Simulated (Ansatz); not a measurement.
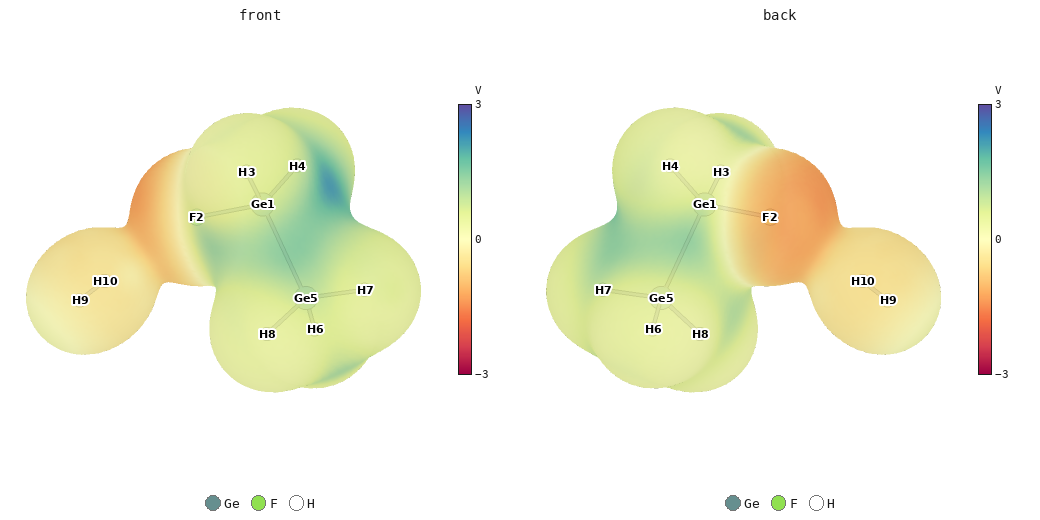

FGe$_{2}$H$_{5}$···H$_{2}$. The electrostatic potential painted on the density surface at 0.002 e/bohr³, seen from the front and from behind; red is negative and blue positive.

All numbers below come from RKS B3LYP/def2-mTZVP in Ansatz.

The calculation's input:

```
crystal:
  periodic: [false, false, false]
  atoms:
    - { symbol: Ge, position_ang: [-0.114299, 0.114488, -0.071971] }
    - { symbol: F, position_ang: [-0.16171, 0.136796, 1.651801] }
    - { symbol: H, position_ang: [1.374327, 0.199806, -0.472199] }
    - { symbol: H, position_ang: [-0.817002, 1.429305, -0.483795] }
    - { symbol: Ge, position_ang: [-1.269576, -1.904126, -0.880758] }
    - { symbol: H, position_ang: [-2.048609, -2.552689, 0.277278] }
    - { symbol: H, position_ang: [-2.258662, -1.540621, -2.005363] }
    - { symbol: H, position_ang: [-0.251352, -2.919197, -1.435533] }
    - { symbol: H, position_ang: [1.271391, -1.95156, 1.123223] }
    - { symbol: H, position_ang: [0.958192, -1.674, 1.692918] }
basis:
  gaussian: { orbitals: def2-mTZVP }
hamiltonian:
  xc: b3lyp
relax:
  f_tol: 0.03
  max_steps: 50
output:
  orbitals: {}
```

Launched as:

```sh
ansatz run input.yaml --threads 4 --pin off --max-ram 5120MiB --backend cpu --events-out ev --progress --plain --runs-dir out
```

The fields are those of the run's last geometry, not of the input's.

Where is the surface potential most negative and most positive?

The most negative region (about −1.4 V) lies over F2, the most positive (about +2.1 V) over Ge1.
